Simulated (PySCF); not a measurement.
Toluene, C₇H₈, SMILES c1ccc(C)cc1 at its GFN2-xTB optimised geometry (Å):

```
15

C     -2.4864    -0.0035    -0.0236
C     -0.9870    -0.0023     0.0000
C     -0.2761    -1.1960     0.0000
C      1.1076    -1.1960     0.0000
C      1.8025     0.0014     0.0006
C      1.1040     1.1965    -0.0004
C     -0.2795     1.1932    -0.0011
H     -2.8823     0.8906     0.4533
H     -2.8824    -0.8800     0.4841
H     -2.8420    -0.0215    -1.0544
H     -0.8132    -2.1345     0.0002
H      1.6457    -2.1332     0.0024
H      2.8824     0.0048     0.0042
H      1.6404     2.1345     0.0010
H     -0.8187     2.1303    -0.0006
```

Computed with PBE0/def2-TZVP (PySCF).

Map of the deformation density (molecule minus spherical neutral atoms) (e/bohr³) on the plane z = 0.8 Å:

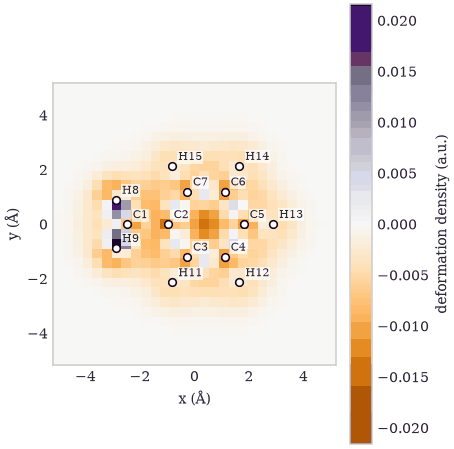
Figure: Deformation density (molecule minus spherical neutral atoms) (e/bohr³) on the plane z = 0.8 Å.
